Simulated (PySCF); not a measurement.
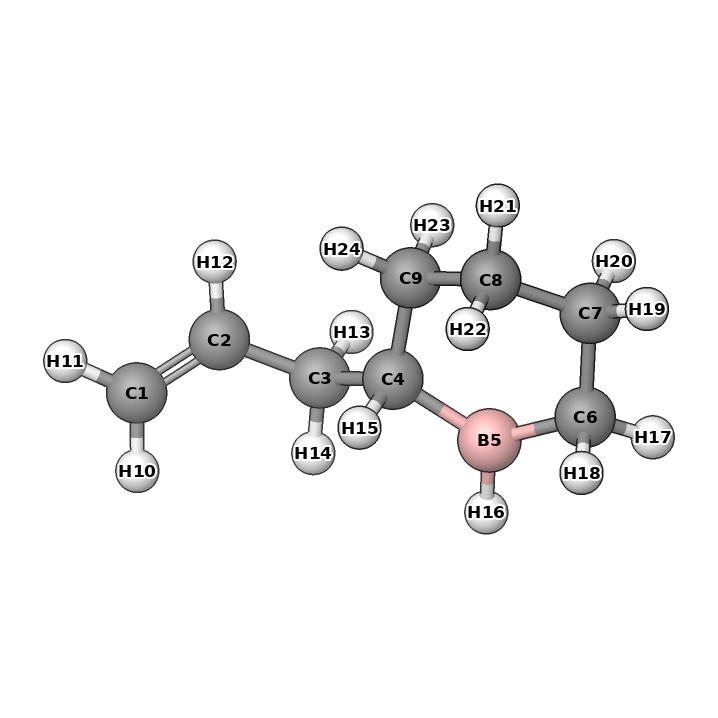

The computed structure is the end point of a PBE0-D3(BJ)/def2-SVP optimisation. No frequency run is at hand to confirm it as a minimum. Electric field gradients from the ground-state density, PBE0/pcSseg-1 in benzene (IEF-PCM) (PySCF 2.14.0), non-relativistic apart from any core potentials.

Give the largest field-gradient component, the quadrupole coupling constant and the asymmetry for 11B at B5 (Q = 40.59 mb).

```tsv
atom	V_zz (a.u.)	e²qQ/h (MHz)	η
B5	0.604	5.76	0.11
```
